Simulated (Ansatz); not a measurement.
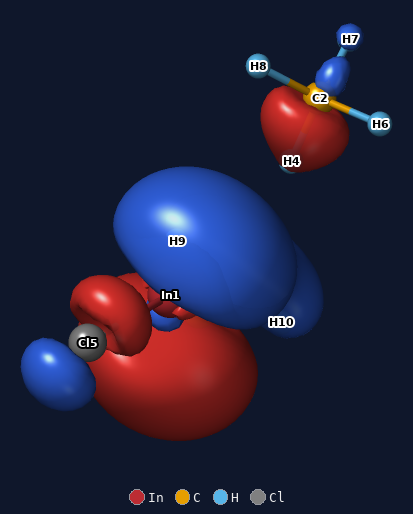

Figure 1: CH2ClIn···CH4. One frontier orbital at ±0.1 Å⁻³ᐟ² (blue and red are the two phases), seen at an oblique angle.

Core potentials replace the inner electrons of In; not at a stationary point (largest force 0.8 eV/Å).

Theory: UKS PBE/def2-SVP in Ansatz 0.2.0.

Input

```
crystal:
  periodic: [false, false, false]
  atoms:
    - { symbol: In, position_ang: [-1.6713, 0.5432, -0.0579] }
    - { symbol: C, position_ang: [0.6897, 0.636, 0.8898] }
    - { symbol: C, position_ang: [-0.3487, -1.4499, -0.6048] }
    - { symbol: H, position_ang: [0.3241, -0.4863, 0.1454] }
    - { symbol: Cl, position_ang: [-1.3568, 2.1433, -1.8594] }
    - { symbol: H, position_ang: [0.2796, 0.6906, 1.8914] }
    - { symbol: H, position_ang: [1.7393, 0.3532, 0.959] }
    - { symbol: H, position_ang: [0.6208, 1.5772, 0.3604] }
    - { symbol: H, position_ang: [0.0613, -1.58, -1.6093] }
    - { symbol: H, position_ang: [-0.338, -2.4274, -0.1146] }
magnetization:
  spin_polarized: true
basis:
  gaussian: { orbitals: def2-SVP }
hamiltonian:
  xc: pbe
relax:
  f_tol: 0.15
  max_steps: 25
  restrain:
    - { distance: [3, 1], at: 1.07, k: 30.0 }
    - { distance: [0, 1], at: 3.48, k: 30.0 }
    - { distance: [3, 2], at: 2.37, k: 30.0 }
output:
  orbitals: {}
```

Run with:

```sh
ansatz run input.yaml --threads 4 --pin off --max-ram 5120MiB --backend cpu --events-out ev --progress --plain --runs-dir out
```

The fields are those of the run's last geometry, not of the input's.

**Which orbital is it: HOMO or LUMO?**

The HOMO, at −5.02 eV. It lies mainly on C3 (about 55 %) and In1 (about 25 %).
